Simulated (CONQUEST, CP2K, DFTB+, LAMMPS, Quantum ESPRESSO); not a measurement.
**Forces in glassy 55SiO2-45BaO (mol %) (107 atoms), program by program**

One geometry of glassy 55SiO2-45BaO (mol %) (107 atoms) is solved by several programs and methods. How far do their forces lie from a plane-wave PBE run?

Results are calculated, not measured.

### Step 1. The cell

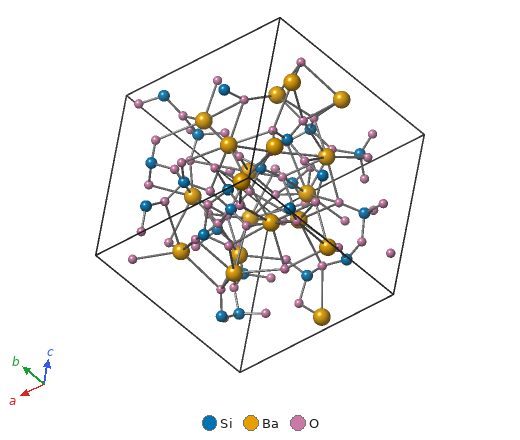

The cell (silicon blue, barium orange, oxygen pink). Bonds to atoms that aren't drawn are left out. Some periodic images of atoms are drawn too.

The cell holds 107 atoms (23 Si, 19 Ba and 65 O), with edges of 12.15, 12.15 and 12.15 Å. Recipe: 107 atoms (23 Si, 19 Ba, 65 O) placed at random at 3.99 g/cm³, melted at 4000 K for 10 ps at fixed volume with the Morse and Coulomb pair potential with partial charges (Pedone, Malavasi, Menziani, Cormack and Segre, J. Phys. Chem. B 110, 11780 (2006)). Quenched from 4000 K to 300 K at 100 K/ps and fixed volume, held 10 ps at zero pressure, then minimised at fixed cell. The density is 3.98 g/cm³.

### Step 2. The reference input

Quantum ESPRESSO 7.5: Kohn-Sham DFT, PBE, SSSP efficiency 1.3.0 pseudopotentials, plane waves. Its input, pw.in:

```
&control
  calculation = 'scf'
  pseudo_dir = './pseudo'
  outdir = './tmp'
  disk_io = 'none'
  tprnfor = .true.
  tstress = .true.
/
&system
  ibrav = 0
  nat = 107
  ntyp = 3
  ecutwfc = 60
  ecutrho = 480
  nosym = .true.
  occupations = 'smearing'
  smearing = 'fd'
  degauss = 0.003675
/
&electrons
  conv_thr = 5.3e-07
  electron_maxstep = 100
  mixing_beta = 0.4
  mixing_mode = 'plain'
  diagonalization = 'david'
/
ATOMIC_SPECIES
Si 28.085 Si.upf
Ba 137.327 Ba.upf
O 15.999 O.upf
CELL_PARAMETERS angstrom
12.14935 0.00000 0.00000
0.00000 12.14935 0.00000
0.00000 0.00000 12.14935
ATOMIC_POSITIONS crystal
Si 0.27033 0.09656 0.27943
Si 0.71555 0.99161 0.17539
Si 0.43848 0.57828 0.58104
Si 0.22223 0.17847 0.85577
[... 101 atom lines left out ...]
O 0.69587 0.87864 0.47892
O 0.43732 0.67961 0.01843
K_POINTS gamma
```

```console
$ OMP_NUM_THREADS=1 mpirun -np 4 pw.x -in pw.in > output.txt
```

Run time: 15 min. Hardware: 4 MPI ranks of Intel Xeon 6975P-C (Granite Rapids), shared host; peak memory 6.2 GiB.

It converged with an r.m.s. force component of 1.2 eV/Å and a pressure of 4.5 GPa.

Its highest filled and lowest empty levels lie 2.70 eV apart on its k-points.

### Step 3. The other programs

- CONQUEST 1.3: pseudo-atomic orbitals (double zeta with polarisation, or contracted to multi-site or on-site support functions) with norm-conserving potentials on an integration grid.
- CP2K 2026.2: Gaussian basis with GTH pseudopotentials and a plane-wave density; labels give functional, basis (MOLOPT sets; SR short-range, UZH the newer set with its own potentials), grid cutoff/relative cutoff and solver (OT: orbital transformation; TRS4, TC2, SIGN: linear-scaling purification with its sparsity filter), or its built-in tight binding.

All use the same cell and atoms, and the electronic-structure runs the same k-mesh.

### Step 4. Side by side

Differences are against the reference: forces as r.m.s. over components, share as that over the reference's r.m.s. force, slope as the fitted ratio of a run's forces to the reference's.

| run | Δ force, r.m.s. (meV/Å) | share (%) | slope | Δ pressure (GPa) | Δ gap (eV) | cores | CPU time | memory (GiB) |
| --- | --- | --- | --- | --- | --- | --- | --- | --- |
| reference | - | - | - | - | - | 4 | 60 min | 6.2 |
| CONQUEST PBE, grid 120 Ha | 170 | 14.4 | 1.113 | 1.50 | -0.134 | 4 | 10 min | 16 |
| CONQUEST PBE, grid 120 Ha, on-site functions (coarse) | 750 | 63.6 | 1.541 | - | -1.70 | 4 | 9.8 min | 14 |
| CONQUEST PBE, grid 40 Ha (coarse) | 1968 | 167 | 1.090 | 5.30 | -0.227 | 2 | 4.7 min | 5.5 |
| CONQUEST PBEsol, grid 120 Ha | 114 | 9.66 | 1.070 | -1.55 | -0.182 | 4 | 10 min | 16 |
| CP2K PBE, DZVP-UZH, 600/30 Ry, diagonalisation (coarse) | 126 | 10.7 | 0.931 | 0.641 | -0.113 | 4 | 5.7 min | 7.8 |
| CP2K PBE, DZVP-UZH, 600/50 Ry, diagonalisation | 127 | 10.7 | 0.930 | 0.605 | -0.113 | 4 | 7.7 min | 7.8 |
| CP2K PBE, SZV-MOLOPT-SR, 600/50 Ry, diagonalisation (coarse) | 1223 | 104 | 1.893 | 19.3 | - | 2 | 3.9 min | 4.8 |

Rows marked coarse were listed beforehand as settings not expected to be converged; some can still land near the reference.

Runs without a result: DFTB+ GFN2-xTB (not converged); DFTB+ IPEA1-xTB (ended with an error or stopped unconverged); CONQUEST PBE, grid 120 Ha, on-site functions, order-N, range 10 bohr (cut off at its time limit).

CPU time is summed over cores on shared hosts, so it is rough.

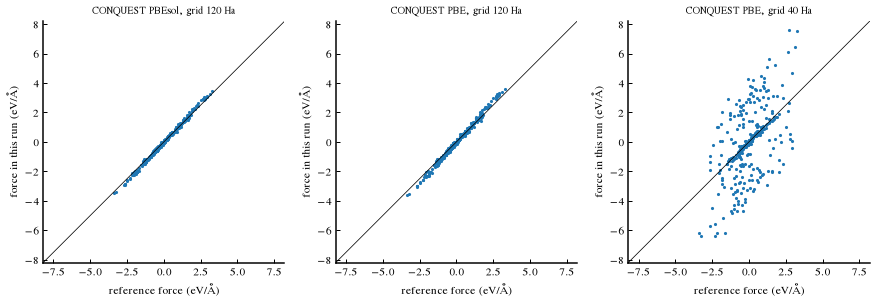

Force components against those of the reference; the line marks equality.

### Step 5. What came out

Forces lie from 9.7 % (CONQUEST PBEsol, grid 120 Ha) to 167 % (CONQUEST PBE, grid 40 Ha, coarse) of the reference's r.m.s. force of 1.2 eV/Å away from it. The PBE runs in local orbitals, coarse settings apart, differ by 11 % (CP2K PBE, DZVP-UZH, 600/50 Ry, diagonalisation) to 14 % (CONQUEST PBE, grid 120 Ha); basis, grid and potentials can all enter. Rows with another functional or a dispersion term differ by 9.7 % (CONQUEST PBEsol, grid 120 Ha), which mixes the change of model with differences of basis and potentials. Runs with settings chosen to be coarse differ by 11 % (CP2K PBE, DZVP-UZH, 600/30 Ry, diagonalisation) to 167 % (CONQUEST PBE, grid 40 Ha), their programs' other errors included.

CP2K PBE, SZV-MOLOPT-SR, 600/50 Ry, diagonalisation stiffens the forces by a factor of 1.89 while following their directions (correlation 0.963); the slopes of the 3 CP2K runs lie between 0.93 and 1.89; the difference isn't even, but is largest on one element. From CONQUEST PBE, grid 40 Ha to the finer CONQUEST PBE, grid 120 Ha the share falls from 167 to 14 %. The nearest run uses another functional than the reference, so its closeness isn't agreement at one level. Pressures at PBE, coarse settings apart, lie +0.60 to +1.50 GPa from the reference's. Gaps at PBE, coarse settings apart, lie -0.13 to -0.11 eV from the reference's.

**Limits.** The reference's pressure holds the uncorrected Pulay stress of its 60 Ry basis, so small pressure differences may be the reference's own error. The quench rate of 100 K/ps is many orders above laboratory rates, so the cell is likely richer in defects and strain than a real sample. The network of bonds at the start is that of the classical potential that made the cell, and needn't be the one that DFT or experiment would give. The electronic-structure runs sample only Γ, in a cell whose shortest periodic width is 12 Å. Spin–orbit coupling is left out, which matters for the levels of the heavy elements. The reference's pressure of 4.5 GPa reflects the volume that the recipe set, positions that aren't this level's minimum and the basis. Where levels are smeared, the DFT runs use Fermi–Dirac occupations at 580 K (0.05 eV), and energies are free energies. The reference's cutoffs and mesh weren't converged further here.

[Logs are printed without paths, hosts, clocks, repeated set-up lines and the standing remarks that a program may print on its own settings, such as how far it seeks lower states.]

[Hosts, paths, dates, database ids (printed as entryN), source tags and the programs' standing remarks are cut or masked in the printed files.]

[Cells were taken only where this reference lay near another plane-wave run.]
